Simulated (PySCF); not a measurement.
Sn(F)(I)3, SMILES [F][Sn]([I])([I])[I] (FI3Sn), B3LYP/def2-SVP optimised geometry. Atoms within 1.6 Å of the plane z = 0.0 Å (x, y, z in Å): Sn2 (-0.84, -1.25, 0.00), I3 (-1.86, 1.25, 0.00), I5 (1.86, -1.25, 0.00).

Method: B3LYP/def2-TZVP, def2 effective core potentials past Kr in PySCF 2.14.0. The core electrons that the potentials of I, Sn replace are not part of the density. Cells within 0.4 Å of a nucleus heavier than hydrogen are left out (blank, or x).

Map of the HOMO amplitude (bohr^(-3/2)) on the plane z = 0.0 Å; orbital energy -7.87 eV, overall sign arbitrary:

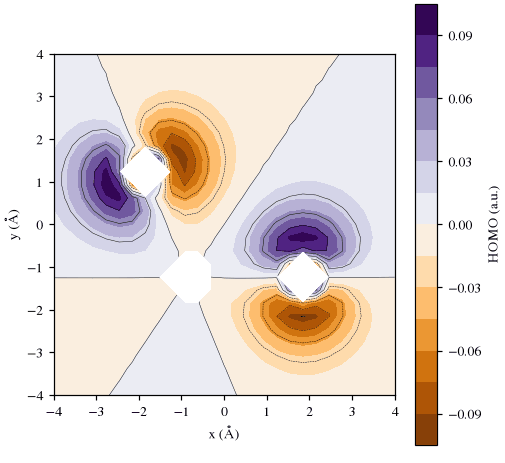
HOMO amplitude (bohr^(-3/2)) on the plane z = 0.0 Å.
